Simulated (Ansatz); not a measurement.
Cost and result by functional for the adsorption energy of Br on the 1x1 (0001) surface of corundum (cut with top plane Al), one in a 1x1 cell, started at the site 'top O', in Ansatz (plane waves, PAW). Single points on the PBE structure, on one kind of machine; costs are rough ratios of the slab run's core time (references not counted) to the cheapest single point. r2SCAN's cost holds its higher cutoff (500 against 420 eV). Differences are taken against r2SCAN for comparison alone: no measured value is at hand, so the table doesn't rank accuracy. The points keep PBE's geometry, so the relaxation of a polaron and the settling of charge on one site are left out.

Host crystal: corundum, with a band gap (PBE, scalar-relativistic without spin-orbit coupling).

Set-up: 21 atoms, 6.7 Å thick at the start under the adsorbate (thin: gaps and levels are the slab's own); mesh 6x6x1; 0.01 eV smearing; dipole correction on; 9 atoms held, the rest relaxed; no symmetry held; spin-polarised, ending with about 1.0 μB a cell, a value that depends on the mesh; orders that need a larger cell were not tried, no spin-orbit, no U, no dispersion correction. The slab shows no gap over 0.04 eV on its mesh. At the end it is bonded to Al. In PBE it is, or lies within 0.03 eV of, the lowest of the starts that converged. These notes are the PBE run's. r2SCAN: The program's check for a lower electronic state was not made. Adsorption energies are against ½ Br2(g). A negative adsorption energy means that the adsorbate is more stable on the surface than in its reference.

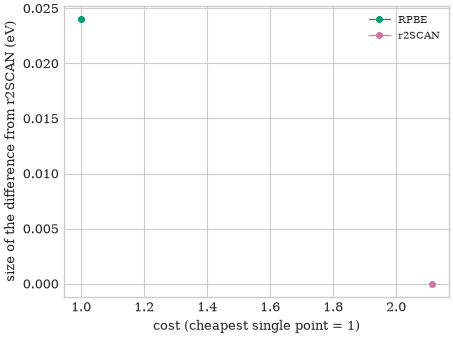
Fig. 1. Difference from r2SCAN against cost

```csv
functional,relative cost,adsorption energy (eV),less r2SCAN (eV)
RPBE,1,-0.01,-0.02
r2SCAN,2,0.02,0.00
PBE (the relaxed run's value),–,-0.01,-0.03
```

The values span 0.03 eV, while the single points' costs differ by a factor of roughly 2. Differences are of unrounded values.

Ansatz is a first-principles code.
